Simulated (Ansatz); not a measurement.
# Fields on a plane of Mg2Sn (antifluorite type, space group Fm-3m)

```xyz
3
Lattice="0.0000 3.4081 3.4081 3.4081 0.0000 3.4081 3.4081 3.4081 0.0000" Properties=species:S:1:pos:R:3 pbc="T T T"
Sn     0.0000     0.0000     0.0000
Mg     1.7040     1.7040     1.7040
Mg     5.1121     5.1121     5.1121
```

The slice is a {111} plane (indices of the conventional cell) through the point (0.000, 0.000, 0.000) (fractional), spanned by u = [100] and v = [-1 2 0] in vectors of this cell: u (4.82 Å) and v (8.35 Å, at 90° to u). It covers one period; positions are fractions (u, v).

Atoms on it: Sn at (0.00, 0.00); Sn at (0.50, 0.50). Other atoms lie within 1 Å of the plane.

The numbers are results of PBE (plane waves to 420 eV, PAW, scalar-relativistic; Ansatz, an electronic-structure program), not measurements. k mesh 12×12×12. Inside the PAW spheres the values are not all-electron values, and peaks at nuclei hang on which shells count as valence. At this level the bands of Mg2Sn touch or barely overlap; measurements give the solid a gap. Mg2Sn was relaxed with its symmetry unable to fall.

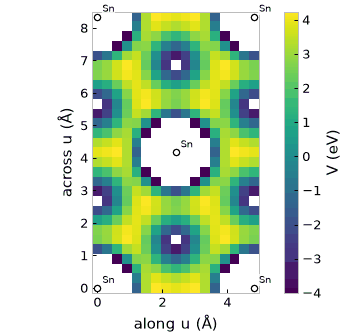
Figure: Electrostatic potential energy of an electron, from the cell's mean, in eV, one period of the plane, atoms marked. Points within 1 Å of a nucleus are left white, as the pseudised field means little there. Values under -4 eV are set to -4. The zero, the cell's mean, hangs on the PAW cores.

```
|99886633221100000000001122336688|
|66664433111100000000001111334466|
|44333322110000000000000011223333|
|22221111110000000000000011111122|
|11111100000000000000000000001111|
|00000000000000000000000000000000|
|00000000000000000000000000000000|
|00000000000000000000000000000000|
|00000000000011111111110000000000|
|00000000111111222222111111000000|
|00000000112233334433332211000000|
|00000011113344666666443311110000|
|00000011223366889988663322110000|
|00000011224466999999664422110000|
|00000011223366889988663322110000|
|00000011113344666666443311110000|
|00000000112233334433332211000000|
|00000000111111222222111111000000|
|00000000000011111111110000000000|
|00000000000000000000000000000000|
|00000000000000000000000000000000|
|00000000000000000000000000000000|
|11111100000000000000000000001111|
|22221111110000000000000011111122|
|44333322110000000000000011223333|
|66664433111100000000001111334466|
|99886633221100000000001122336688|
|99996644221100000000001122446699|
```
Scale: ten equal steps from -1.09 (start of '0') to 1.22 (end of '9'), in the order '0123456789'. Values: log₁₀ of the valence density in e/Å³. The map has 16 points along u (two characters each, u = 0 at the left) and 28 along v (v = 0 in the bottom row). The scale is logarithmic, as a density can span decades between atoms and voids.
